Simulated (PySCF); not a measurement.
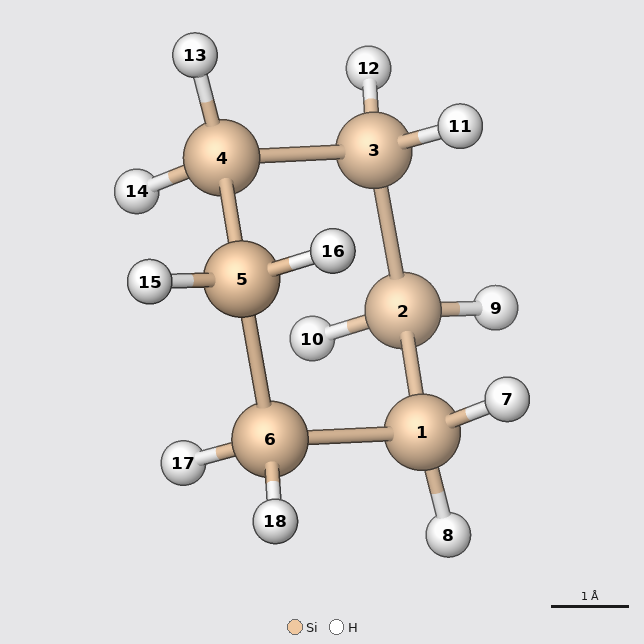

Numbered structure. The geometry was computed by an optimisation with PBE0-D3(BJ)/def2-SVP. No frequency run is at hand to confirm it as a minimum.

Which atoms are bonded, and how long are the bonds? Leave out bonds to hydrogen.

```json
{"bond": "Si1–Si2", "length (Å)": "2.347", "order": "single"}
{"bond": "Si1–Si6", "length (Å)": "2.347", "order": "single"}
{"bond": "Si2–Si3", "length (Å)": "2.347", "order": "single"}
{"bond": "Si3–Si4", "length (Å)": "2.347", "order": "single"}
{"bond": "Si4–Si5", "length (Å)": "2.347", "order": "single"}
{"bond": "Si5–Si6", "length (Å)": "2.347", "order": "single"}
```
